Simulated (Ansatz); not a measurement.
Starting cell, MgS (rock salt):

```
CELL_PARAMETERS angstrom
      0.00000     5.22970     5.22970
      2.61485     2.61485     5.22970
      2.61485     2.61485     0.00000
ATOMIC_POSITIONS crystal
  S  0.00000 0.00000 0.00000
  S  0.50000 0.00000 0.00000
  Mg 0.00000 0.50000 0.50000
  Mg 0.50000 0.50000 0.50000
```

The atoms are displaced by Q × the pattern below (from a DFPT mode at X = (0.5, 0.5, 0.0), largest move 1; Q in Å), at fixed cell. (q is in reciprocal vectors of the primitive cell; the cell shown is doubled to hold the pattern.)

| atom | x | y | z |
|---|---|---|---|
| S1 | 0.000 | 0.000 | -0.449 |
| S2 | 0.000 | 0.000 | 0.449 |
| Mg3 | 0.000 | 0.000 | -1.000 |
| Mg4 | 0.000 | 0.000 | 1.000 |

Method: PBE (plane waves to 420 eV, PAW, scalar-relativistic; Ansatz, an electronic-structure program). k mesh 11×11×11 (Γ-centred), Fermi-Dirac smearing 0.05 eV. E stands for the smeared free energy. MgS was relaxed with its symmetry unable to fall. The zero of ΔE is the undisplaced structure.

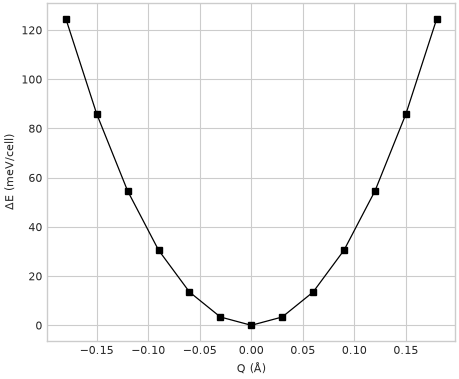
ΔE (meV/cell) against Q (Å); markers are the computed points, lines only join them.

**Question.** What is the energy change at Q = 0.180 Å?

**Answer.** About 120 meV/cell.

**Question.** What harmonic wavenumber does the curvature at Q = 0 give?

**Answer.** About 180 cm⁻¹.

(For displaced atoms, the force is minus the slope of the energy, and its curvature is a force constant, which sets phonon frequencies.)
